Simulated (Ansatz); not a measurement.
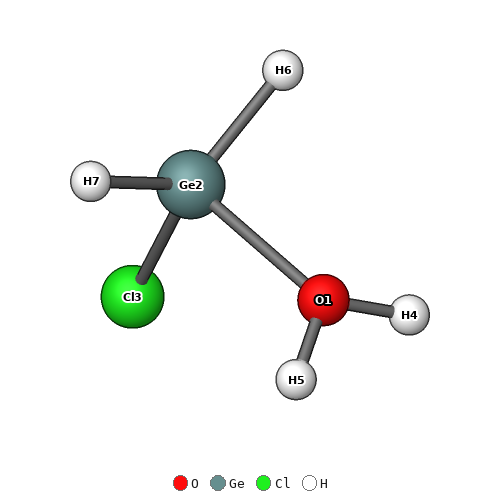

The system is ClGeH₄O, SMILES [OH2+][GeH2][Cl], charge +1; the picture shows the reference structure. Coordinates scanned: (1) angle H4–O1–H5; (2) angle H6–Ge2–Cl3. Nothing is relaxed (all other coordinates rigid). The scan uses an 11 × 11 grid. Points are written as (first, second). All energies are given in eV relative to the lowest grid point. Computed with RKS PBE0-D4/def2-TZVP (Ansatz 0.2.0).

Its coordinates:

| atom | x (Å) | y (Å) | z (Å) |
| --- | --- | --- | --- |
| O | -0.8831 | 0.3064 | -0.6339 |
| Ge | 0.7399 | 0.0606 | 0.4828 |
| Cl | 0.7637 | -1.9970 | 0.8200 |
| H | -1.7664 | 0.1973 | -0.2498 |
| H | -0.8973 | 0.0056 | -1.5552 |
| H | 0.2869 | 0.8860 | 1.6744 |
| H | 1.7563 | 0.5412 | -0.5382 |

Range: angle H4–O1–H5 from 64.2 to 154.2°; angle H6–Ge2–Cl3 from 89.4 to 139.4°.

### What landscape does the calculation give?

The lowest grid point is at (109.2°, 114.4°). No other kind of well shows on this grid. The highest grid point, (64.2°, 89.4°), lies 2.11 eV above the lowest. Round the minimum the two coordinates are nearly uncoupled.

```
angle H6–Ge2–Cl3 ↓, angle H4–O1–H5 →  64.2  73.2  82.2  91.2  100.2  109.2  118.2  127.2  136.2  145.2  154.2
                               139.4  2.05  1.42  0.96  0.64   0.45   0.39   0.45   0.63   0.90   1.25   1.67
                               134.4  1.91  1.29  0.82  0.50   0.31   0.25   0.31   0.49   0.76   1.11   1.53
                               129.4  1.81  1.18  0.71  0.39   0.20   0.14   0.20   0.38   0.65   1.00   1.42
                               124.4  1.73  1.11  0.64  0.31   0.12   0.06   0.12   0.30   0.57   0.92   1.34
                               119.4  1.69  1.06  0.59  0.27   0.08   0.02   0.08   0.25   0.52   0.88   1.29
                               114.4  1.68  1.05  0.58  0.25   0.06   0.00   0.06   0.23   0.50   0.86   1.28
                               109.4  1.70  1.07  0.60  0.27   0.08   0.02   0.08   0.25   0.52   0.88   1.30
                               104.4  1.75  1.12  0.65  0.32   0.13   0.06   0.12   0.30   0.57   0.93   1.35
                                99.4  1.83  1.20  0.73  0.40   0.21   0.15   0.21   0.38   0.65   1.01   1.43
                                94.4  1.95  1.32  0.85  0.52   0.33   0.26   0.32   0.50   0.77   1.13   1.55
                                89.4  2.11  1.48  1.00  0.67   0.48   0.42   0.48   0.65   0.92   1.28   1.71
```

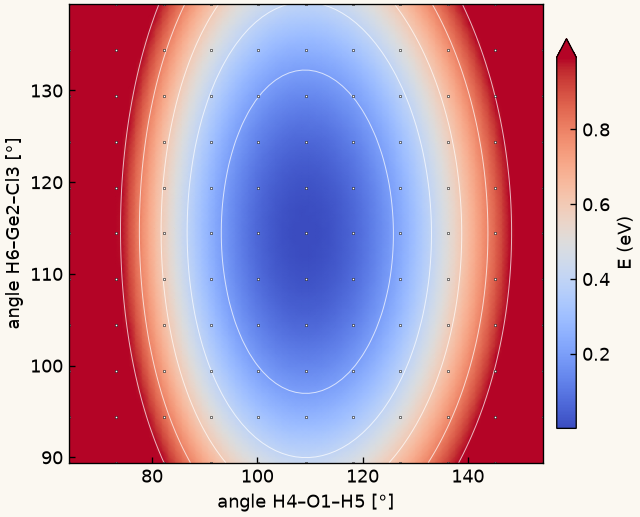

Drawn: a smooth colour map with a few white contour lines, dots at the grid points, one colour for all values above the top of the scale. Between grid points the surface is interpolated.

Time for the 121 points that were run: 9.8 min on 1 thread of Arm Neoverse V2 (shared host).
